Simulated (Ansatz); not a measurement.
## Frequency calculation, with input and output: C2H9GeNSi

The run: frequency calculation of C2H9GeNSi. Method and program: RHF/def2-SVP (Ansatz 0.2.0).

It belongs to a series of runs on one base structure; here: vibrations at the highest image of the band. Figures and captions count atoms from 1; the log counts them from 0 in places.

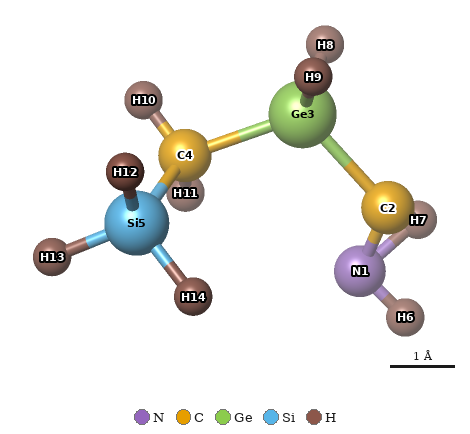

Figure 1. The input geometry (ball-and-stick view, seen at a tilt; atoms are numbered from 1 in the order of the input). Sticks mark near contacts. Bond lengths as drawn: C–Ge 1.97 to 1.99 Å, C–H 1.09 to 1.27 Å, C–N 1.33 Å, C–Si 1.89 Å, Ge–H 1.54 Å, H–N 1.02 to 1.27 Å and H–Si 1.48 Å.

### Key numbers

| quantity | value |
| --- | --- |
| outcome | converged |
| total energy | −68003.4901 eV |
| mean-field energy | −68003.4901 eV |
| largest force (length of the vector) | 0.007 eV/Å |
| hardware | 2 threads of AMD EPYC (Zen 5), 16 GiB of memory available, shared host |
| wall time | 1.8 min (CPU time 3.4 min) |
| peak memory | 0.37 GiB |

### Input
```yaml
crystal:
  periodic: [false, false, false]
  atoms:
    - { symbol: "N", position_ang: [-1.452013, -0.251736, 1.825051] }
    - { symbol: C, position_ang: [-0.186119, -0.600767, 2.061917] }
    - { symbol: Ge, position_ang: [0.805429, -1.08722, 0.40622] }
    - { symbol: C, position_ang: [0.019962, -0.241844, -1.191277] }
    - { symbol: Si, position_ang: [0.312741, 1.607756, -1.408982] }
    - { symbol: H, position_ang: [-1.917, -0.008135, 2.694894] }
    - { symbol: H, position_ang: [-1.151243, -1.348203, 2.398038] }
    - { symbol: H, position_ang: [0.754723, -2.622098, 0.280034] }
    - { symbol: H, position_ang: [2.26894, -0.661883, 0.591966] }
    - { symbol: H, position_ang: [0.395969, -0.7606, -2.078102] }
    - { symbol: H, position_ang: [-1.057891, -0.421818, -1.146472] }
    - { symbol: H, position_ang: [1.753599, 1.880751, -1.639804] }
    - { symbol: H, position_ang: [-0.451993, 2.132266, -2.56809] }
    - { symbol: H, position_ang: [-0.108203, 2.354331, -0.196592] }
basis:
  gaussian: { orbitals: def2-SVP }
hamiltonian:
  xc: hf
phonons: {}
```

Launch command:
```bash
ansatz run input.yaml --threads 2 --pin off --max-ram 3072MiB --backend cpu --events-out ev --progress --plain --runs-dir out
```

### Log
```
Engine: ansatz 0.2.0, x86_64-unknown-linux-gnu
Functional definition: HF
  exchange = exact_x
  correlation = 0
1497 factors; integrals over basis functions are off by at most 5.5e-4 eV
mean field evaluation 1: about -68000.3331 eV, gradient 3.0e1 eV
mean field evaluation 2: about -68000.4244 eV, gradient 3.0e1 eV
mean field evaluation 4: about -68003.3925 eV, gradient 4.2e0 eV
mean field evaluation 8: about -68003.4841 eV, gradient 4.1e-1 eV
mean field -68003.49005251 eV, -2499.0821650088 hartree, gradient 2.1e-5 eV, S^2 0.000000; 0 other end points of the search recorded, 0 dependent functions left out
the calculation of the forces begins
reference -68003.49005251 eV, -2499.0821650088 hartree; 37, 37 occupied and 100, 100 virtual orbitals, 1497 factors
these checks for a lower state are left out or cut short: stability, starts, cluster_reference, orbital_swaps, neighbouring_geometries, increment
1497 factors; integrals over basis functions are off by at most 5.5e-4 eV
mean field evaluation 16: about -68003.4898 eV, gradient 1.8e-1 eV
mean field -68003.48986850 eV, -2499.0821582463 hartree, gradient 4.4e-6 eV, S^2 0.000000; 0 other end points of the search recorded, 0 dependent functions left out
[... from here on the field's lines of each further geometry are left out, up to the last ...]
the calculation of the forces begins
reference -68003.49000834 eV, -2499.0821633856 hartree; 37, 37 occupied and 100, 100 virtual orbitals, 1497 factors
these checks for a lower state are left out or cut short: stability, starts, cluster_reference, orbital_swaps, neighbouring_geometries, increment
1497 factors; integrals over basis functions are off by at most 5.5e-4 eV
mean field -68003.49001108 eV, -2499.0821634861 hartree, gradient 1.8e-6 eV, S^2 0.000000; 0 other end points of the search recorded, 0 dependent functions left out
the calculation of the forces begins
reference -68003.49001108 eV, -2499.0821634861 hartree; 37, 37 occupied and 100, 100 virtual orbitals, 1497 factors
WARN: phonons: modes at or below zero, which the zero-point energy, F, S and C_V leave out: 1, the lowest at -1753.69 cm⁻¹. A minimum has none, and a first-order saddle one
Total energy: -68003.49005251 eV, -2499.0821650088 hartree
Atom 0 at    -1.452013    -0.251736     1.825051 Å, force     0.000937    -0.002190     0.000096 eV/Å
Atom 1 at    -0.186119    -0.600767     2.061917 Å, force    -0.001767    -0.006881     0.001182 eV/Å
Atom 2 at     0.805429    -1.087220     0.406220 Å, force     0.001426     0.005107    -0.000345 eV/Å
Atom 3 at     0.019962    -0.241844    -1.191277 Å, force    -0.001040    -0.001164    -0.001579 eV/Å
Atom 4 at     0.312741     1.607756    -1.408982 Å, force     0.000229    -0.000359     0.001763 eV/Å
Atom 5 at    -1.917000    -0.008135     2.694894 Å, force     0.001704     0.003169    -0.000009 eV/Å
Atom 6 at    -1.151243    -1.348203     2.398038 Å, force    -0.001316     0.001323    -0.001163 eV/Å
Atom 7 at     0.754723    -2.622098     0.280034 Å, force     0.000031     0.001448     0.001283 eV/Å
Atom 8 at     2.268940    -0.661883     0.591966 Å, force     0.000559    -0.000057     0.000883 eV/Å
Atom 9 at     0.395969    -0.760600    -2.078102 Å, force    -0.000355    -0.000154    -0.000435 eV/Å
Atom 10 at    -1.057891    -0.421818    -1.146472 Å, force    -0.000338     0.000186    -0.000610 eV/Å
Atom 11 at     1.753599     1.880751    -1.639804 Å, force    -0.000003    -0.000069    -0.000631 eV/Å
Atom 12 at    -0.451993     2.132266    -2.568090 Å, force    -0.000460    -0.000277     0.000151 eV/Å
Atom 13 at    -0.108203     2.354331    -0.196592 Å, force     0.000394    -0.000083    -0.000587 eV/Å
Dipole moment:    -0.341271    -0.199343     0.054514 e Å
Vibrations: -1753.69 39.10 69.30 98.96 156.57 164.97 334.25 435.86 510.85 525.55 601.45 633.01 754.91 762.83 769.01 817.68 878.42 954.97 1031.56 1035.86 1038.02 1100.86 1177.79 1357.95 1501.85 1504.27 1675.28 2202.17 2238.51 2311.74 2312.54 2331.61 2439.63 3185.49 3247.36 3588.17 cm⁻¹, zero-point energy 2.714533 eV
```

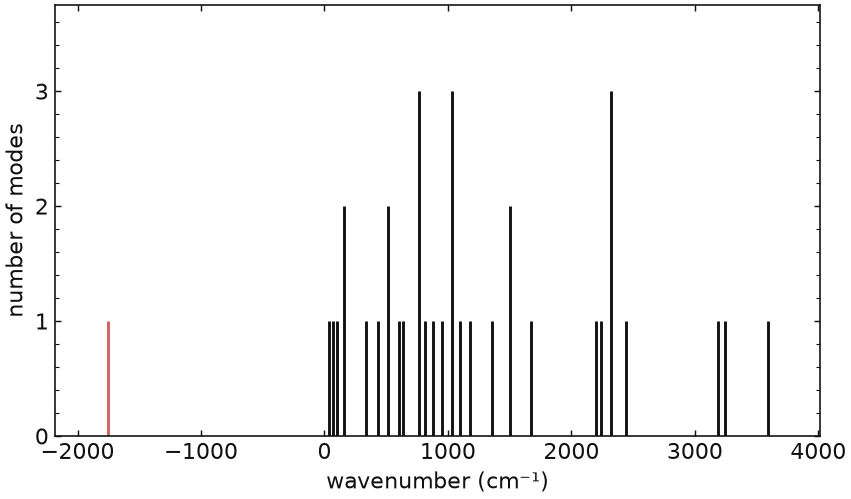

Figure 2. Harmonic vibrational wavenumbers from the force constants; neighbouring modes closer than 24 cm⁻¹ are counted in one stick, and imaginary ones are drawn at negative wavenumbers. 36 modes from 1754i to 3588 cm⁻¹, 1 imaginary beyond 8i (1754i cm⁻¹): a first-order saddle point, if the geometry is stationary.
